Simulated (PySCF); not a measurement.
Hf(I)4, SMILES [I][Hf]([I])([I])[I] at its PBE0/def2-SVP optimised geometry (Å):

```
5

Hf    -0.8983    -1.2657     0.0000
I     -1.7942    -2.5269    -2.1906
I      1.7837    -1.2657     0.0000
I     -1.7837     1.2657     0.0000
I     -1.7975    -2.5318     2.1870
```

Method: PBE0/def2-TZVP, def2 effective core potentials past Kr run with PySCF 2.14.0. The core electrons that the potentials of Hf, I replace are not part of the density.

Map of the electrostatic potential (hartree/e), clipped to [-0.08, 0.12] on the plane z = 1.5 Å:

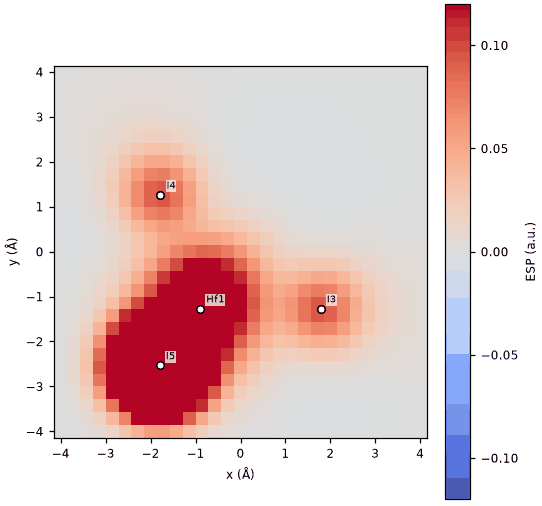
Figure: Electrostatic potential (hartree/e), clipped to [-0.08, 0.12] on the plane z = 1.5 Å.
